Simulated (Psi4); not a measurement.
# CHF2O (SMILES O[C](F)F) at UHF/3-21G

Aim: the vertical ionisation energy of CHF2O at UHF/3-21G, from 2 runs. 

The calculation is run with Psi4 1.11.

2 further runs of the same task are left out: 2 set aside as unsound or not needed.

### 1 The molecule

The species is CHF2O (5 atoms), meant as a doublet with charge 0. SMILES: `O[C](F)F`. The shape is that of a GFN2-xTB optimisation. This is one conformer, not always the lowest.

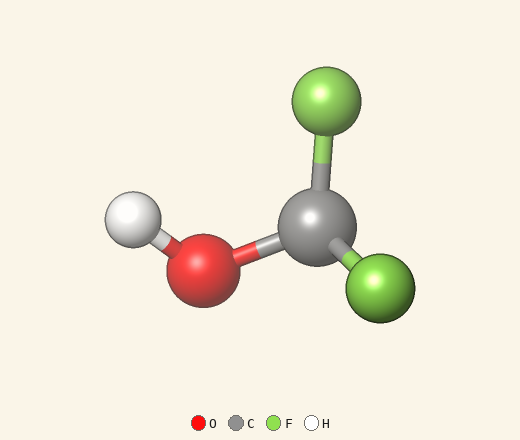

The structure, seen from a chosen angle (oxygen red, carbon grey, fluorine green, hydrogen white).

### 2 Energy and gradient at UHF/3-21G

job.json

```json
{
  "schema_name": "qcschema_input",
  "schema_version": 1,
  "molecule": {
    "schema_name": "qcschema_molecule",
    "schema_version": 2,
    "symbols": ["O", "C", "F", "F", "H"],
    "geometry": [-0.41522952, 1.68448297, -0.80551466, 0.21446502, -0.71531803, -0.62136085, 2.01499607, -1.28688459, 1.07682264, -1.70022439, -2.36731661, -0.35918024, -0.11402607, 2.68501736, 0.70923311],
    "molecular_charge": 0,
    "molecular_multiplicity": 2,
    "fix_symmetry": "c1",
    "fix_com": true,
    "fix_orientation": true
  },
  "driver": "gradient",
  "model": {
    "method": "scf",
    "basis": "3-21G"
  },
  "keywords": {
    "reference": "uhf",
    "puream": true,
    "e_convergence": 1e-09,
    "d_convergence": 1e-08,
    "scf_type": "pk",
    "maxiter": 200,
    "scf_properties": ["LOWDIN_CHARGES", "MULLIKEN_CHARGES", "WIBERG_LOWDIN_INDICES"]
  }
}
```

Started as:

```sh
psi4 --qcschema job.json -n 1 --memory 1600MB
```

stdout:

```text
[...]
                   'protocols': {'error_correction': {'default_policy': True, 'policies': None},
                                 'native_files': 'none',
[...]
  Running in c1 symmetry.
[...]
  Nuclear repulsion =  124.745774096264256
[...]
  Multiplicity = 2
[...]
  Nalpha       = 17
  Nbeta        = 16
[...]
    Number of basis functions: 38
[...]
   @UHF iter   1:  -310.33700185697506   -6.06184e-01   1.17860e-02 ADIIS/DIIS
[...]
   @UHF iter  14:  -310.43453401679352   -1.36424e-12   8.31895e-09 DIIS
[...]
   @S^2 Observed:                7.548393894E-01
[...]
    Orbital Energies [Eh]
    ---------------------
    Alpha Occupied:
       1A    -26.212312     2A    -26.199687     3A    -20.534625
       4A    -11.426245     5A     -1.696576     6A     -1.620182
       7A     -1.464648     8A     -0.942718     9A     -0.822986
      10A     -0.787105    11A     -0.782880    12A     -0.692952
      13A     -0.677943    14A     -0.633798    15A     -0.599789
      16A     -0.577173    17A     -0.416319
    Alpha Virtual:
      18A      0.234286    19A      0.393880    20A      0.414142
      21A      0.519605    22A      0.854883    23A      0.912791
      24A      0.920213    25A      1.157958    26A      1.303939
[...]
  @UHF Final Energy:  -310.43453401679352
   => Energetics <=
    Nuclear Repulsion Energy =            124.7457740962642561
    One-Electron Energy =                -678.9088355940331212
    Two-Electron Energy =                 243.7285274809753730
    Total Energy =                       -310.4345340167935774
  UHF NO Occupations:
  HONO-2 :   15  A 1.9994693
  HONO-1 :   16  A 1.9991125
[...]
 Multipole Moments:
 ------------------------------------------------------------------------------------
     Multipole            Electronic (a.u.)      Nuclear  (a.u.)        Total (a.u.)
 ------------------------------------------------------------------------------------
 L = 1.  Multiply by 2.5417464519 to convert [e a0] to [Debye]
 Dipole X            :         -0.5023143            0.6838730            0.1815587
 Dipole Y            :         21.7442043          -21.0188379            0.7253665
 Dipole Z            :          3.4653900           -3.0042677            0.4611223
 Magnitude           :                                                    0.8784953
[...]
  Mulliken Charges: (a.u.)
   Center  Symbol    Alpha    Beta     Spin     Total
       1     O     4.35628  4.36466 -0.00838 -0.72095
       2     C     2.90489  2.01251  0.89238  1.08260
       3     F     4.71356  4.68691  0.02664 -0.40047
       4     F     4.71779  4.67075  0.04704 -0.38854
       5     H     0.30748  0.26516  0.04232  0.42736
   Total alpha = 17.00000, Total beta = 16.00000, Total charge =  0.00000
  Lowdin Charges: (a.u.)
   Center  Symbol    Alpha    Beta     Spin     Total
       1     O     4.18154  4.15618  0.02535 -0.33772
[...]
  -Total Gradient:
     Atom            X                  Y                   Z
    ------   -----------------  -----------------  -----------------
       1        0.002806541813    -0.024478857700    -0.011799323503
       2       -0.007175369571     0.036200510228     0.018713955191
       3       -0.002643328306    -0.006910881535    -0.006869904023
       4        0.004485998501    -0.003072539819    -0.002809590179
       5        0.002526157564    -0.001738231173     0.002764862515
[...]
```

The result, in JSON:

```text
{
 "driver": "gradient",
 "model": {
  "method": "scf",
  "basis": "3-21G"
 },
 "success": true,
 "return_result": [0.0028065418129256947, -0.024478857700287793, -0.01179932350332108, -0.007175369571315829, 0.036200510227779946, 0.01871395519119262, -0.0026433283056609413, -0.006910881534962443, -0.0068699040232111375, 0.004485998500897703, -0.0030725398187916864, -0.0028095901790011063, 0.002526157563764217, -0.0017382311730592404, 0.0027648625150537565],
 "properties": {
  "calcinfo_nbasis": 38,
  "calcinfo_nmo": 38,
  "calcinfo_nalpha": 17,
  "calcinfo_nbeta": 16,
  "calcinfo_natom": 5,
  "nuclear_repulsion_energy": 124.74577409626426,
  "return_energy": -310.4345340167935,
  "return_gradient": [0.0028065418129256947, -0.024478857700287793, -0.01179932350332108, -0.007175369571315829, 0.036200510227779946, 0.01871395519119262, -0.0026433283056609413, -0.006910881534962443, -0.0068699040232111375, 0.004485998500897703, -0.0030725398187916864, -0.0028095901790011063, 0.002526157563764217, -0.0017382311730592404, 0.0027648625150537565],
  "scf_one_electron_energy": -678.9088355940331,
  "scf_two_electron_energy": 243.72852748097537,
  "scf_dipole_moment": [0.18155872587424948, 0.7253664800782467, 0.4611223328337082],
  "scf_total_energy": -310.4345340167935,
  "scf_total_gradient": [0.0028065418129256947, -0.024478857700287793, -0.01179932350332108, -0.007175369571315829, 0.036200510227779946, 0.01871395519119262, -0.0026433283056609413, -0.006910881534962443, -0.0068699040232111375, 0.004485998500897703, -0.0030725398187916864, -0.0028095901790011063, 0.002526157563764217, -0.0017382311730592404, 0.0027648625150537565],
  "scf_iterations": 14
 }
}
```

Wall time 1.6 s (1 thread of Intel Xeon Platinum 8488C (Sapphire Rapids), shared host); peak memory 0.18 GiB.

### 3 The singlet cation

chf2o.in

```
memory 1600 MB

molecule geom {
  1 1
  O     -0.219730     0.891390    -0.426260
  C      0.113490    -0.378530    -0.328810
  F      1.066290    -0.680990     0.569830
  F     -0.899720    -1.252730    -0.190070
  H     -0.060340     1.420850     0.375310
  symmetry c1
}

set {
  basis 3-21G
  puream true
  e_convergence 1e-09
  d_convergence 1e-08
  scf_type pk
}

energy_value, wavefunction = gradient('hf', return_wfn=True)
oeprop(wavefunction, 'MAYER_INDICES', 'DIPOLE', 'LOWDIN_CHARGES', title='HF')
print_variables()
```

Started as:

```sh
psi4 chf2o.in chf2o.out -n 1
```

chf2o.out:

```text
[...]
  Running in c1 symmetry.
[...]
  Nuclear repulsion =  124.745774101078439
[...]
  Multiplicity = 1
[...]
  Nalpha       = 16
  Nbeta        = 16
[...]
    Number of basis functions: 38
[...]
   @RHF iter   1:  -309.87481123317360   -1.43993e-01   1.51236e-02 DIIS/ADIIS
[...]
   @RHF iter  14:  -310.06196858287996   -1.70530e-13   2.84066e-09 DIIS
[...]
    Orbital Energies [Eh]
    ---------------------
    Doubly Occupied:
       1A    -26.585340     2A    -26.582895     3A    -20.893020
       4A    -11.882769     5A     -2.044223     6A     -1.966742
       7A     -1.804411     8A     -1.254394     9A     -1.162105
      10A     -1.119335    11A     -1.085586    12A     -1.015387
      13A     -0.987373    14A     -0.977695    15A     -0.922477
      16A     -0.887056
[...]
  @RHF Final Energy:  -310.06196858287996
   => Energetics <=
    Nuclear Repulsion Energy =            124.7457741010784389
    One-Electron Energy =                -667.2738703604009061
    Two-Electron Energy =                 232.4661276764424542
    Total Energy =                       -310.0619685828799561
[...]
  -Total Gradient:
     Atom            X                  Y                   Z
    ------   -----------------  -----------------  -----------------
       1       -0.016042067506     0.088851180663     0.038318203995
       2        0.071596919931    -0.034624902313    -0.155776286176
       3        0.018459801850    -0.004127391736     0.069528875135
       4       -0.058429726397    -0.026104328539     0.054892151656
       5       -0.015584927877    -0.023994558075    -0.006962944609
[...]
 Multipole Moments:
 ------------------------------------------------------------------------------------
     Multipole            Electronic (a.u.)      Nuclear  (a.u.)        Total (a.u.)
 ------------------------------------------------------------------------------------
 L = 1.  Multiply by 2.5417464519 to convert [e a0] to [Debye]
 Dipole X            :          0.5423312           -0.2013508            0.3409804
 Dipole Y            :         -1.8759642            2.7997459            0.9237817
 Dipole Z            :          0.0523296           -0.0531484           -0.0008188
 Magnitude           :                                                    0.9847035
[...]
```

It took 1.8 s on 1 thread of Intel Xeon Platinum 8488C (Sapphire Rapids), shared host; peak memory 0.18 GiB.

### 4 Outcome

Level: UHF/3-21G.

| quantity | value |
| --- | --- |
| doublet CHF2O: total energy | -310.43453 Eh |
| doublet CHF2O: dipole moment | 2.23 D |
| doublet CHF2O: HOMO energy (highest over α and β) | -11.33 eV |
| doublet CHF2O: LUMO energy (lowest over α and β) | 3.82 eV |
| doublet CHF2O: ⟨S²⟩ | 0.755 |
| doublet CHF2O: largest force on an atom | 2.128 eV/Å |
| singlet cation: total energy | -310.06197 Eh |
| singlet cation: HOMO energy | -24.14 eV |
| singlet cation: LUMO energy | -8.75 eV |
| singlet cation: HOMO–LUMO gap | 15.39 eV |
| singlet cation: largest force on an atom | 8.994 eV/Å |
| vertical ionisation energy (to the singlet cation) | 10.138 eV |

In words: Removing an electron at fixed nuclei costs 10.14 eV (234 kcal/mol). The largest force (doublet CHF2O) is 2.13 eV/Å: the shape isn't a stationary point for this species at this level. Only the singlet of the ionised species was computed; a triplet could lie lower. Mulliken charges (doublet CHF2O) run from -0.72 on O1 to +1.08 on C2; they depend strongly on the basis.
